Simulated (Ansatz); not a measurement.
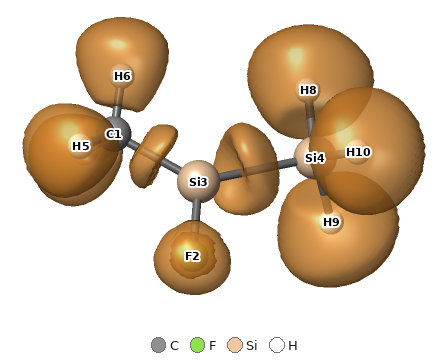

The picture shows: CH6FSi2 (SMILES C[Si+](F)[SiH3]) (charge +1). Isosurface of the ELF at 0.8 (orange), seen at a tilt. Core shells and regions of very low density are left out.

Geometry: B3LYP-D3(BJ)/def2-SVP.

Method: isolated molecule in a Gaussian basis; Kohn-Sham density functional theory, functional PBE0 (Ansatz 0.2.0).

Input file:

```
crystal:
  periodic: [false, false, false]
  atoms:
    - symbol: C
      position_ang: [0.975463, 1.095097, 0.826334]
    - symbol: F
      position_ang: [1.539650, -1.177604, -0.810777]
    - symbol: Si
      position_ang: [0.539210, -0.597696, 0.289487]
    - symbol: Si
      position_ang: [-1.172528, -2.136069, 0.904639]
    - symbol: H
      position_ang: [1.462591, 1.655512, 0.010841]
    - symbol: H
      position_ang: [0.093957, 1.637917, 1.204347]
    - symbol: H
      position_ang: [1.703661, 1.009350, 1.658475]
    - symbol: H
      position_ang: [-1.904268, -1.458300, 1.999335]
    - symbol: H
      position_ang: [-0.403901, -3.339484, 1.305149]
    - symbol: H
      position_ang: [-1.935310, -2.285695, -0.359480]
basis:
  gaussian: {orbitals: def2-TZVPD}
total_charge: 1
hamiltonian: {xc: pbe0}
output: {forces: true, orbitals: {seedname: orbitals}}
```

Command:

```sh
ansatz run input.yaml --threads 2 --pin off --max-ram 4350MiB --events-out events.jsonl --progress --plain --runs-dir runs
```

What do the ELF domains correspond to?

Answer. The surface consists of one region between bonded C–Si atoms (shared pairs), one region between bonded Si–Si atoms (shared pairs), six regions around hydrogen nuclei and one region wrapped around F (its lone pairs, merged into a ring or cap). Along the contacts the grid gives the following. Si–F (1.60 Å): the ELF peaks at about 0.85 in the valence shell of F, 0.6 Å from its nucleus, and is about 0.50 at the midpoint. C–Si (1.83 Å): the ELF peaks at about 0.95 between the atoms (localised, covalent bonding).
